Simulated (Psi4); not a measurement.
**CHClI (SMILES Cl[CH]I): U-wB97X/def2-SVP (core potential)**

Aim: the vertical doublet–quartet gap of CHClI at U-wB97X/def2-SVP (core potential), from 2 runs. 

Program for the calculation: Psi4 1.11.

2 further runs of the same task are left out: 2 that didn't finish.

## 1. The structure to begin with

The species is CHClI (4 atoms), meant as a doublet with charge 0. As SMILES, `Cl[CH]I`. The coordinates come from a PBE0-D4/def2-TZVP relaxation.

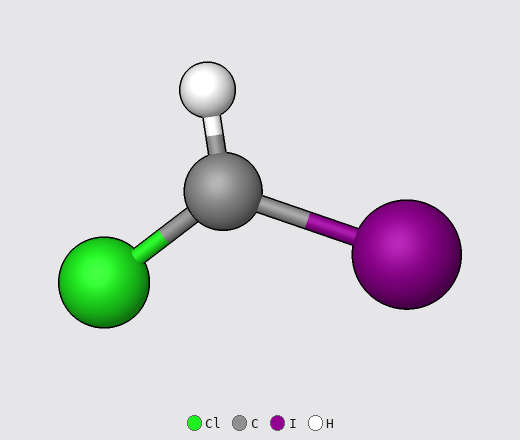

Viewed from a chosen angle; chlorine green, carbon grey, iodine purple, hydrogen white.

## 2. The energy at U-wB97X/def2-SVP (core potential)

Input file chcli.py:

```python
import psi4

psi4.set_memory('1600 MB')
psi4.set_num_threads(1)
psi4.core.set_output_file('chcli.out', False)

geom = psi4.geometry("""
0 2
Cl    -2.89109200     0.20295659    -1.19166129
C      0.02192082     0.40572420     0.08371487
I      1.78087790    -2.69229281     1.57867720
H      1.19298410     1.96985051    -0.50928119
units au
symmetry c1
""")

psi4.set_options({
    'basis': 'def2-SVP',
    'reference': 'uks',
    'puream': True,
    'e_convergence': 1e-09,
    'd_convergence': 1e-08,
    'scf_type': 'pk',
    'dft_radial_points': 99,
    'dft_spherical_points': 590,
    'maxiter': 200,
})

e_tot, wfn = psi4.energy('wb97x', return_wfn=True)
psi4.oeprop(wfn, 'WIBERG_LOWDIN_INDICES', 'LOWDIN_CHARGES', 'QUADRUPOLE')
print(f'wb97x energy: {e_tot:.10f} Eh')
for k, v in sorted(psi4.core.scalar_variables().items()):
    print(f'{k:45s} {v:18.10f}')
```

Started as:

```
$ python chcli.py
```

chcli.out (excerpt; [...] marks lines left out):

```text
[...]
    !!!  WARNING: ECP capability is in beta. Please check occupations closely.  !!!
[...]
  Running in c1 symmetry.
[...]
  Nuclear repulsion =  151.461233947679631
[...]
  Multiplicity = 2
[...]
  Nalpha       = 25
  Nbeta        = 24
[...]
    Number of basis functions: 63
[...]
   @UKS iter   1:  -796.27023596775507   -3.15988e+00   6.89900e-03 ADIIS/DIIS
[...]
   @UKS iter  15:  -796.39700717485346   -3.97904e-12   5.73017e-09 DIIS
[...]
   @S^2 Observed:                7.573234453E-01
[...]
    Orbital Energies [Eh]
    ---------------------
    Alpha Occupied:
       1A   -101.498423     2A    -10.366478     3A     -9.571715
       4A     -7.339818     5A     -7.331054     6A     -7.328960
       7A     -6.962632     8A     -4.998915     9A     -4.983505
      10A     -4.982295    11A     -2.054566    12A     -2.049677
      13A     -2.048823    14A     -2.035741    15A     -2.035723
      16A     -1.027783    17A     -0.871528    18A     -0.739148
      19A     -0.584683    20A     -0.530165    21A     -0.511511
      22A     -0.420063    23A     -0.398985    24A     -0.370871
      25A     -0.306145
    Alpha Virtual:
[...]
  @UKS Final Energy:  -796.39700717485346
   => Energetics <=
    Nuclear Repulsion Energy =            151.4612339476796308
    One-Electron Energy =               -1506.1220932930625622
    Two-Electron Energy =                 599.4285940020320140
    DFT Exchange-Correlation Energy =     -41.1647418315025533
    Empirical Dispersion Energy =           0.0000000000000000
    VV10 Nonlocal Energy =                  0.0000000000000000
    Total Energy =                       -796.3970071748534565
[...]
 Multipole Moments:
 ------------------------------------------------------------------------------------
     Multipole            Electronic (a.u.)      Nuclear  (a.u.)        Total (a.u.)
 ------------------------------------------------------------------------------------
 L = 1.  Multiply by 2.5417464519 to convert [e a0] to [Debye]
 Dipole X            :         38.9795737          -38.7093532            0.2702204
 Dipole Y            :        -32.2637385           32.3691052            0.1053667
 Dipole Z            :         25.3343910          -25.3938052           -0.0594143
 Magnitude           :                                                    0.2960596
 L = 2.  Multiply by 1.3450342976 to convert [e a0^2] to [Debye ang]
 Quadrupole XX       :       -286.7400744          253.1646160          -33.5754584
 Quadrupole XY       :        157.0153251         -157.0154721           -0.0001470
[...]
```

The script printed:

```text
wb97x energy: -796.3970071749 Eh
CURRENT ENERGY                                   -796.3970071749
CURRENT REFERENCE ENERGY                         -796.3970071749
DD SOLVATION ENERGY                                 0.0000000000
DFT FUNCTIONAL TOTAL ENERGY                      -796.3970071749
DFT TOTAL ENERGY                                 -796.3970071749
DFT VV10 ENERGY                                     0.0000000000
DFT XC ENERGY                                     -41.1647418315
GRID ELECTRONS ALPHA                               24.9999999873
GRID ELECTRONS BETA                                23.9999999724
GRID ELECTRONS TOTAL                               48.9999999597
NUCLEAR REPULSION ENERGY                          151.4612339477
ONE-ELECTRON ENERGY                             -1506.1220932931
PCM POLARIZATION ENERGY                             0.0000000000
PE ENERGY                                           0.0000000000
SCF ITERATION ENERGY                             -796.3970071749
SCF ITERATIONS                                     15.0000000000
SCF TOTAL ENERGY                                 -796.3970071749
TWO-ELECTRON ENERGY                               599.4285940020
XC GRID RADIAL POINTS                              99.0000000000
XC GRID SPHERICAL POINTS                          590.0000000000
XC GRID TOTAL POINTS                           214808.0000000000
```

Run time: 15 s. Hardware: 1 thread of Intel Xeon Platinum 8375C at 2.90GHz (Ice Lake), shared host; peak memory 0.59 GiB.

## 3. The quartet: energy and forces at U-wB97X/def2-SVP (core potential)

Input file chcli.xyz:

```xyz
4
CHClI
Cl    -1.529900     0.107400    -0.630600
C      0.011600     0.214700     0.044300
I      0.942400    -1.424700     0.835400
H      0.631300     1.042400    -0.269500
```

Input file chcli_ase.py:

```python
import numpy as np
from ase.calculators.psi4 import Psi4
from ase.io import read

atoms = read('chcli.xyz')
calc = Psi4(atoms=atoms, method='wb97x', basis='def2-SVP', memory='1600MB', num_threads=1, charge=0, multiplicity=4, label='calc', reference='uks')
calc.psi4.set_options({'puream': True, 'e_convergence': 1e-09, 'd_convergence': 1e-08, 'scf_type': 'pk', 'dft_radial_points': 99, 'dft_spherical_points': 590, 'maxiter': 200})
atoms.calc = calc

forces = atoms.get_forces()
print(f'energy: {atoms.get_potential_energy():.6f} eV')
print('forces / eV A^-1')
print(np.round(forces, 5))
```

Started as:

```
$ python chcli_ase.py
```

calc.dat (excerpt; [...] marks lines left out):

```text
[...]
    !!!  WARNING: ECP capability is in beta. Please check occupations closely.  !!!
[...]
  Running in c1 symmetry.
[...]
  Nuclear repulsion =  151.461233848312105
[...]
  Multiplicity = 4
[...]
  Nalpha       = 26
  Nbeta        = 23
[...]
    Number of basis functions: 63
[...]
   @UKS iter   1:  -796.07240259387743   -2.95963e+00   7.38092e-03 DIIS/ADIIS
[...]
   @UKS iter  20:  -796.21875900045870   -2.61480e-12   6.29427e-09 DIIS
[...]
   @S^2 Observed:                3.758998095E+00
[...]
  @UKS Final Energy:  -796.21875900045870
   => Energetics <=
    Nuclear Repulsion Energy =            151.4612338483121050
    One-Electron Energy =               -1505.7445790144327020
    Two-Electron Energy =                 599.2686038770292498
    DFT Exchange-Correlation Energy =     -41.2040177113672783
    Empirical Dispersion Energy =           0.0000000000000000
    VV10 Nonlocal Energy =                  0.0000000000000000
    Total Energy =                       -796.2187590004587037
[...]
 Multipole Moments:
 ------------------------------------------------------------------------------------
     Multipole            Electronic (a.u.)      Nuclear  (a.u.)        Total (a.u.)
 ------------------------------------------------------------------------------------
 L = 1.  Multiply by 2.5417464519 to convert [e a0] to [Debye]
 Dipole X            :         39.2114893          -38.7093532            0.5021361
 Dipole Y            :        -32.4537878           32.3691052           -0.0846826
 Dipole Z            :         25.5076927          -25.3938053            0.1138873
 Magnitude           :                                                    0.5218066
[...]
  -Total Gradient:
     Atom            X                  Y                   Z
    ------   -----------------  -----------------  -----------------
       1        0.023458990463    -0.001409131898     0.008374093282
       2        0.037083237788    -0.078771030058     0.038156791466
       3       -0.054823707875     0.098333595447    -0.050169834088
       4       -0.005817751808    -0.018005033479     0.003621985900
[...]
```

The script printed:

```text
energy: -21666.216011 eV
forces / eV A^-1
[[-1.20631  0.07246 -0.43061]
 [-1.9069   4.05057 -1.9621 ]
 [ 2.81915 -5.05652  2.57984]
 [ 0.29916  0.92586 -0.18625]]
```

Run time: 23 s. Hardware: 1 thread of Intel Xeon Platinum 8375C at 2.90GHz (Ice Lake), shared host; peak memory 0.6 GiB.

## 4. Summary of results

Level: U-wB97X/def2-SVP (core potential).

| quantity | value |
| --- | --- |
| doublet: total energy | -796.39701 Eh |
| doublet: dipole moment | 0.75 D |
| doublet: HOMO energy (highest over α and β) | -8.33 eV |
| doublet: LUMO energy (lowest over α and β) | 0.08 eV |
| doublet: ⟨S²⟩ | 0.757 |
| quartet: total energy | -796.21876 Eh |
| quartet: dipole moment | 1.33 D |
| quartet: HOMO energy (highest over α and β) | -5.36 eV |
| quartet: LUMO energy (lowest over α and β) | -4.04 eV |
| quartet: ⟨S²⟩ | 3.759 |
| quartet: largest force on an atom | 6.338 eV/Å |
| vertical energy of the quartet above the doublet | 4.850 eV |

What this shows: At this shape the quartet lies 4.85 eV (112 kcal/mol) above the doublet.
